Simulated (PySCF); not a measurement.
# AlH9Si3 (Al(SiH3)3): what the fields show

Input

```
{"job": {"kind": "nmr", "xc": "PBE0", "basis": {"default": "pcSseg-1", "Al": "pcSseg-2"}}, "charge": 0, "multiplicity": 1}
Al     0.007332    -0.012425     0.009533
Si     2.466340     0.012965    -0.027813
H      3.052243     1.389393     0.044811
H      2.966126    -0.629766    -1.288529
H      3.016099    -0.781620     1.119780
Si    -1.233337     2.112726     0.015206
H     -0.753108     3.000376     1.125028
H     -2.714226     1.949045     0.165058
H     -0.984097     2.843844    -1.271463
Si    -1.223314    -2.142248     0.026295
H     -0.348175    -3.355228    -0.048561
H     -2.180553    -2.194794    -1.127842
H     -2.040710    -2.244387     1.280718
```

Launched as:

```sh
OMP_NUM_THREADS=1 python probes_run.py task.json out
```

Geometry: PBE0-D3(BJ)/def2-SVP.

All numbers below come from PySCF, PBE0/pcSseg-1 Al:pcSseg-2, SCF density, gas phase, non-relativistic.

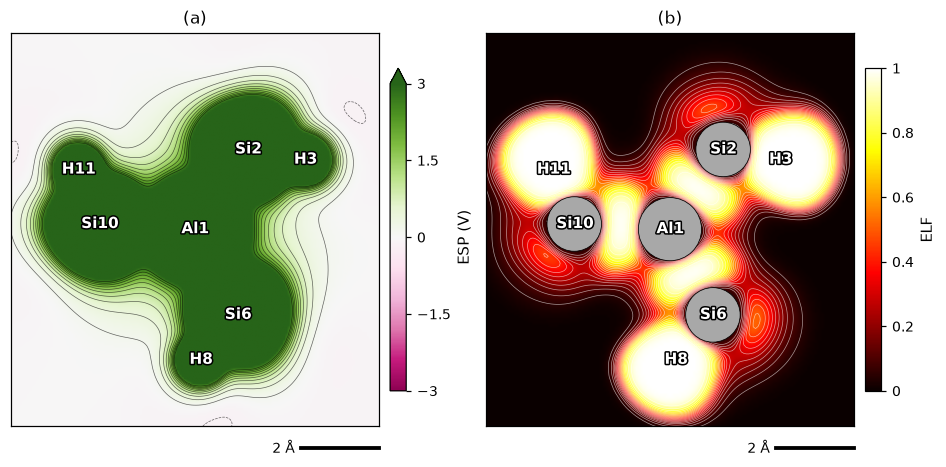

Figure 1. (a) molecular electrostatic potential; (b) ELF on the plane of atoms Si2, Al1 and Si10. Grey discs cover the atomic cores in the ELF map.

Question: What do the fields say about this system?

Answer: The section cuts through Al, Si and H sites.
Al–Si (2.46 Å): the ELF peaks at about 1 between the atoms, as expected for a covalent bond.
Si–H (1.50 Å): the ELF climbs to about 1 towards the hydrogen, as it does in any bond to H.
The potential has no marked negative region in this plane.

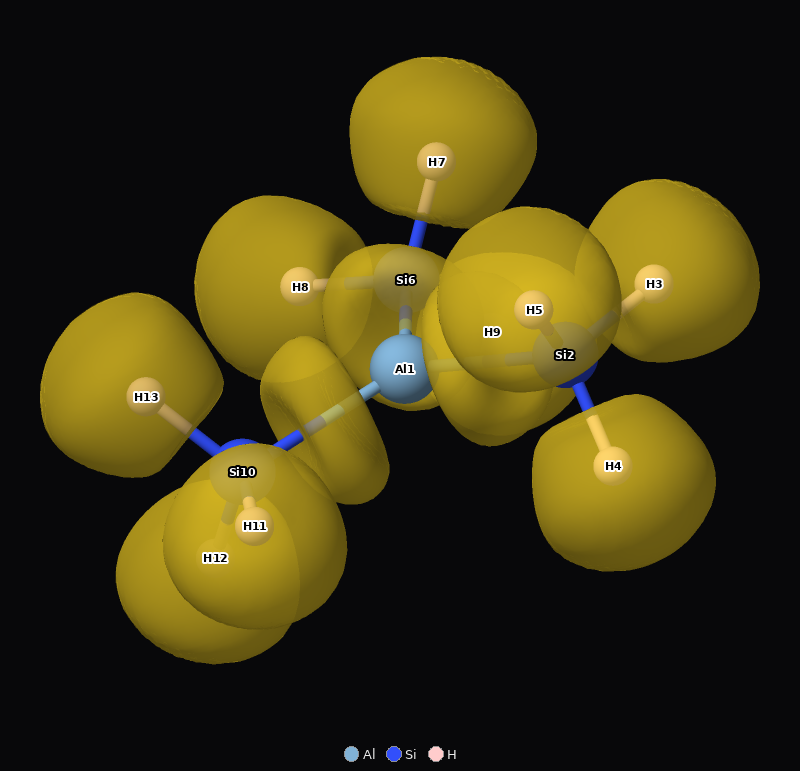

Figure 2. Isosurface of the ELF at 0.75 (yellow), seen at an oblique angle. Core shells and regions of very low density are left out.

Question: Describe the localisation domains.

Answer: The surface consists of three regions between bonded Al–Si atoms (shared pairs) and nine regions around hydrogen nuclei.
